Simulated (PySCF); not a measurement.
# HfH4: other functionals and bases at one geometry

How far do other levels of theory move the description of HfH4, and what does each cost? It is a constructed species; whether it can be made isn't addressed.

Method: several levels, as the steps say, no spin–orbit coupling; program: PySCF 2.14.0.

1 further run of the same task is left out (for a known fault of the program).

## (1) Where the work starts

5 atoms, charge 0, spin multiplicity 1.

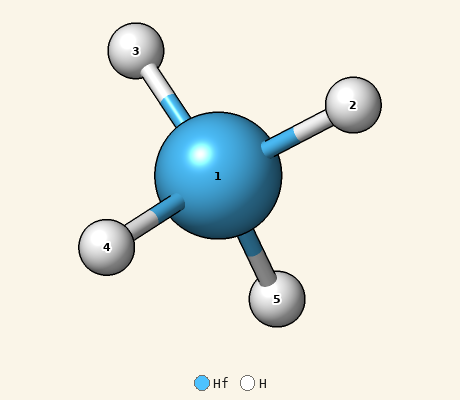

The geometry (hafnium blue, hydrogen white); atoms are numbered from 1 in the order of the file.

Coordinates:

```xyz
5

Hf    0.00000    0.00000    0.00000
H     1.06492    1.06492    1.06492
H    -1.06492   -1.06492    1.06492
H     1.06492   -1.06492   -1.06492
H    -1.06492    1.06492   -1.06492
```

Formal oxidation states: Hf +4. An earlier session relaxed this geometry at PBE0, Hf def2-SVP with ECP60, H def2-SVP (singlet, point group Td).

At PBE0 on the finer grid: E = -50.282926 Eh, HOMO -8.39 eV, LUMO -2.05 eV, Mulliken charge on Hf1 +1.17 e, largest force component 0.001 eV/Å. 

Levels to run: r2SCAN; TPSS; PBE0, TZVP. Hardware: 2 threads of Arm Neoverse V1, shared host.

## (2) r2SCAN

The input, run.py (the lines that set the calculation):

```python
mol = gto.M(atom='''
Hf     0.00000     0.00000     0.00000
H      1.06492     1.06492     1.06492
H     -1.06492    -1.06492     1.06492
H      1.06492    -1.06492    -1.06492
H     -1.06492     1.06492    -1.06492''',
    basis={'Hf': 'def2-SVP', 'H': 'def2-SVP'},
    ecp={'Hf': 'def2-SVP'},
    charge=0, spin=0)
mf = dft.RKS(mol, xc='R2SCAN')
mf.grids.atom_grid = (75, 302)
mf = mf.density_fit()  # fitting sets: Hf def2-universal-JKFIT, H def2-universal-JKFIT
mf.conv_tol = 1e-08; mf.max_cycle = 55
mf.kernel(dm0)  # dm0: the density of the relaxed state
```

Launch:

```sh
OMP_NUM_THREADS=2 python run.py
```

Output:

```text
init E= -50.3197126273122
  HOMO = -0.274667185241309  LUMO = -0.105749774244205  gap/eV = 4.59648
cycle= 1 E= -50.3202301108775  delta_E= -0.000517  |g|= 0.0122  |ddm|= 0.0836
  HOMO = -0.270747403852791  LUMO = -0.0993580632506358  gap/eV = 4.66374
cycle= 2 E= -50.320161105352  delta_E= 6.9e-05  |g|= 0.0173  |ddm|= 0.047
  HOMO = -0.272255354238828  LUMO = -0.102564809716942  gap/eV = 4.61751
cycle= 3 E= -50.3202817428721  delta_E= -0.000121  |g|= 0.00117  |ddm|= 0.0291
  HOMO = -0.272362095468328  LUMO = -0.102524021014331  gap/eV = 4.62153
cycle= 4 E= -50.3202823156941  delta_E= -5.73e-07  |g|= 0.000108  |ddm|= 0.0017
  HOMO = -0.272337023835146  LUMO = -0.102490092852903  gap/eV = 4.62177
cycle= 5 E= -50.3202823206184  delta_E= -4.92e-09  |g|= 3.98e-06  |ddm|= 0.0002
  HOMO = -0.272338726646134  LUMO = -0.102492487481446  gap/eV = 4.62175
Extra cycle  E= -50.3202823206088  delta_E= 9.56e-12  |g|= 6.56e-06  |ddm|= 1.79e-05
converged SCF energy = -50.3202823206088
```

Run time: 1.7 s. Hardware: 2 threads of Arm Neoverse V1, shared host.

Read off: E = -50.320282 Eh, HOMO -7.41 eV, LUMO -2.79 eV, Mulliken charge on Hf1 +1.19 e, largest force component 0.020 eV/Å. 

## (3) TPSS

run.py (the lines that set the calculation), as its differences from that of step 2:

```diff
@@ -9,3 +9,3 @@
     charge=0, spin=0)
-mf = dft.RKS(mol, xc='R2SCAN')
+mf = dft.RKS(mol, xc='TPSS')
 mf.grids.atom_grid = (75, 302)
```

Launch:

```sh
OMP_NUM_THREADS=2 python run.py
```

Output:

```text
init E= -50.3287839480962
  HOMO = -0.272939232506486  LUMO = -0.106837481204744  gap/eV = 4.51986
cycle= 1 E= -50.3294243995942  delta_E= -0.00064  |g|= 0.00707  |ddm|= 0.0881
  HOMO = -0.269536801432423  LUMO = -0.105532991226581  gap/eV = 4.46277
cycle= 2 E= -50.3294289063972  delta_E= -4.51e-06  |g|= 0.00765  |ddm|= 0.0251
  HOMO = -0.269436982215633  LUMO = -0.104411053941116  gap/eV = 4.49058
cycle= 3 E= -50.3294517251561  delta_E= -2.28e-05  |g|= 0.00198  |ddm|= 0.0146
  HOMO = -0.269948482599158  LUMO = -0.105028458855734  gap/eV = 4.48770
cycle= 4 E= -50.32945330941  delta_E= -1.58e-06  |g|= 0.00025  |ddm|= 0.00391
  HOMO = -0.269904406070659  LUMO = -0.104966045988428  gap/eV = 4.48820
cycle= 5 E= -50.3294533363308  delta_E= -2.69e-08  |g|= 6.67e-06  |ddm|= 0.000423
  HOMO = -0.269906313382661  LUMO = -0.104967151897493  gap/eV = 4.48822
cycle= 6 E= -50.3294533363451  delta_E= -1.43e-11  |g|= 9.04e-08  |ddm|= 1.21e-05
  HOMO = -0.269906277601387  LUMO = -0.104967101339583  gap/eV = 4.48822
Extra cycle  E= -50.3294533363454  delta_E= -3.13e-13  |g|= 1.4e-07  |ddm|= 3.38e-07
converged SCF energy = -50.3294533363454
```

Wall time 1.9 s (2 threads of Arm Neoverse V1, shared host).

It gives: E = -50.329453 Eh, HOMO -7.34 eV, LUMO -2.86 eV, Mulliken charge on Hf1 +1.21 e, largest force component 0.046 eV/Å. 

## (4) PBE0, TZVP

Basis: Hf def2-TZVP with ECP60, H def2-TZVP. 

The input, run.py (the lines that set the calculation):

```python
mol = gto.M(atom='''
Hf     0.00000     0.00000     0.00000
H      1.06492     1.06492     1.06492
H     -1.06492    -1.06492     1.06492
H      1.06492    -1.06492    -1.06492
H     -1.06492     1.06492    -1.06492''',
    basis={'Hf': 'def2-TZVP', 'H': 'def2-TZVP'},
    ecp={'Hf': 'def2-TZVP'},
    charge=0, spin=0)
mf = dft.RKS(mol, xc='PBE0')
mf.grids.atom_grid = (75, 302)
mf = mf.density_fit()  # fitting sets: Hf def2-universal-JKFIT, H def2-universal-JKFIT
mf.conv_tol = 1e-08; mf.max_cycle = 55
mf.kernel(dm0)  # dm0: free metal ions and neutral atoms
```

Launch:

```sh
OMP_NUM_THREADS=2 python run.py
```

Output:

```text
init E= -49.7656107853986
  HOMO = -0.270829496020669  LUMO = -0.104882821296374  gap/eV = 4.51564
cycle= 1 E= -50.3001079593748  delta_E= -0.534  |g|= 0.0642  |ddm|= 1.47
  HOMO = -0.311546649119876  LUMO = -0.069163906795868  gap/eV = 6.59557
cycle= 2 E= -50.3015859573929  delta_E= -0.00148  |g|= 0.0502  |ddm|= 0.167
  HOMO = -0.313262641941479  LUMO = -0.0786453946929286  gap/eV = 6.38426
cycle= 3 E= -50.3024163757466  delta_E= -0.00083  |g|= 0.0116  |ddm|= 0.0746
  HOMO = -0.310081000497364  LUMO = -0.0745790385927368  gap/eV = 6.40833
cycle= 4 E= -50.3024622389649  delta_E= -4.59e-05  |g|= 0.00124  |ddm|= 0.0185
  HOMO = -0.310533529484174  LUMO = -0.0750587890654271  gap/eV = 6.40759
cycle= 5 E= -50.3024627813403  delta_E= -5.42e-07  |g|= 2.89e-05  |ddm|= 0.00191
  HOMO = -0.310517059421484  LUMO = -0.0750442459161165  gap/eV = 6.40754
cycle= 6 E= -50.3024627821522  delta_E= -8.12e-10  |g|= 1.36e-05  |ddm|= 8.4e-05
  HOMO = -0.310521523031038  LUMO = -0.0750520854985422  gap/eV = 6.40745
Extra cycle  E= -50.3024627821528  delta_E= -5.26e-13  |g|= 1.4e-05  |ddm|= 4.63e-05
converged SCF energy = -50.3024627821528
```

It took 2 s on 2 threads of Arm Neoverse V1, shared host.

Result: E = -50.302463 Eh, HOMO -8.45 eV, LUMO -2.04 eV, Mulliken charge on Hf1 +0.76 e, largest force component 0.018 eV/Å. 

## (5) Results

| level | state | HOMO (eV) | gap (eV) | charge on Hf1 (e) | dipole (D) | largest force (eV/Å) | basis functions | time |
| --- | --- | --- | --- | --- | --- | --- | --- | --- |
| PBE0 (relaxed here) | singlet | -8.39 | 6.34 | 1.17 | 0.00 | 0.00 | 52 | 2.3 s |
| r2SCAN | singlet | -7.41 | 4.62 | 1.19 | 0.00 | 0.02 | 52 | 1.7 s |
| TPSS | singlet | -7.34 | 4.49 | 1.21 | 0.00 | 0.05 | 52 | 1.9 s |
| PBE0, TZVP | singlet | -8.45 | 6.41 | 0.76 | 0.00 | 0.02 | 64 | 2 s |

Times are on 2 threads of Arm Neoverse V1, shared host; the first row also made further properties.

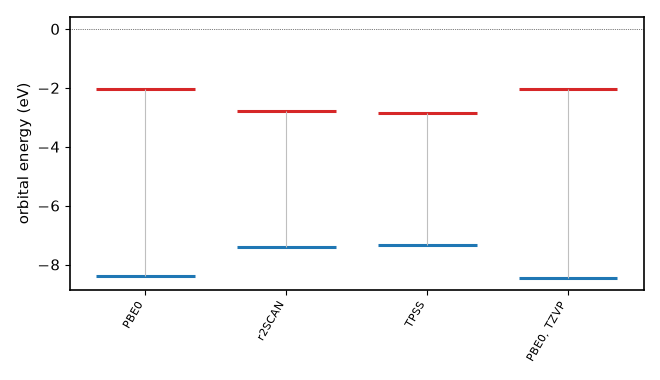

Highest filled and lowest empty level, method by method.

In one basis the HOMO–LUMO gap runs from 4.49 eV (TPSS) to 6.34 eV (PBE0). The largest leftover force, 0.05 eV/Å with TPSS, stands at a geometry relaxed at another level. The Mulliken charge on Hf spans +0.76 to +1.21 e over the levels. Total energies of different levels can't be compared. Spin–orbit coupling is left out throughout.
